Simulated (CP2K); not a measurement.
Consider imidazole monohydrate at its PBE geometry (Å).

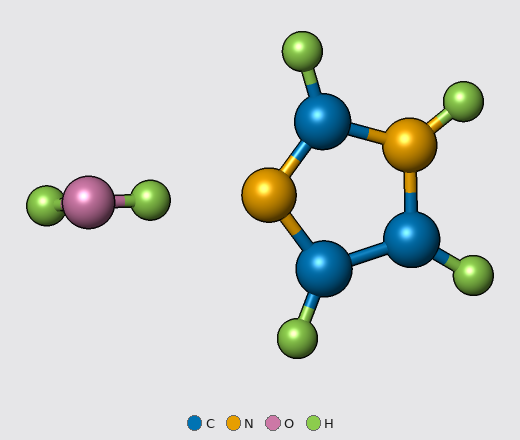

The molecule (carbon blue, nitrogen orange, oxygen pink, hydrogen green).

```xyz
12

C    -0.5615   -0.8729   -0.5400
C    -0.2508   -0.4372   -1.8082
N     0.4735    0.7263   -1.6243
C     0.5760    0.9434   -0.2768
N    -0.0461   -0.0065    0.4068
O     0.1123   -0.4425    3.2390
H    -1.1140   -1.7598   -0.2504
H    -0.4707   -0.8293   -2.7934
H     0.8694    1.3047   -2.3572
H     1.1121    1.7854    0.1474
H    -0.7333   -0.1266    3.5947
H     0.0330   -0.2851    2.2623
```

Method: CP2K XAS_TDP, all-electron GAPW, PBEh(45%), aug-cc-pVDZ, TDA, GW2X-corrected core level, no relativity.

Question: Where do the N K-edge lines lie, and how strong are they?

Leading lines: N3 403.19 eV and N5 400.70 eV. The leading line of an atom is its first one with 35 % of the strongest within 2.5 eV of its lowest line over the strength cut. Core ionisation energies at this level: N3 407.59 and N5 405.46 eV.

The first six lines of each atom with a strength over 0.0015:

```tsv
atom	energy (eV)	states	strength, one atom	above the computed threshold
N3 (bonded to 2 C and H)	403.19	1	0.0354	
	404.33	1	0.0158	
	406.98	1	0.0022	
	407.03	1	0.0030	
	407.40	1	0.0020	
	407.85	1	0.0031	yes
N5 (bonded to 2 C, takes 1 H bond)	400.70	1	0.0493	
	403.49	1	0.0022	
	404.33	1	0.0025	
	406.31	1	0.0105	yes
	406.38	1	0.0039	yes
	406.72	1	0.0023	yes
```

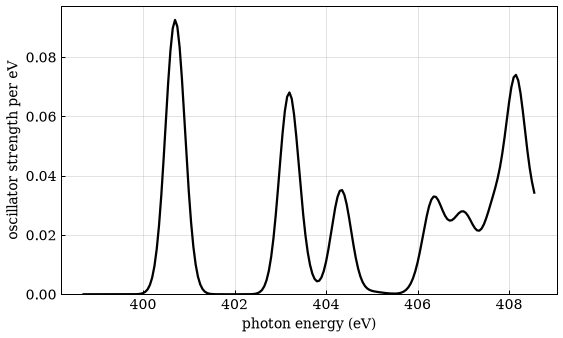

All atoms added, broadened by 0.5 eV.

Lines are vertical, at one geometry, with no vibrational structure. GW2X ionisation energies and lines can be off by 1 to 2 eV either way, and a good line position may hide errors that cancel. These values hold no scalar relativity, about 0.2 eV for N 1s. Rydberg lines, and the discretised continuum above threshold, depend on the basis and the box. This is one low-energy arrangement of the cluster, relaxed without a dispersion correction; others exist.

[Banner, clock and machine lines of the logs are left out without a mark of their own.]

[Logs are printed without paths, hosts, clocks, repeated set-up lines and the standing remarks that a program may print on its own settings, such as how far it seeks lower states.]

[Hosts, paths, dates, database ids (printed as entryN), source tags and the programs' standing remarks are cut or masked in the printed files.]
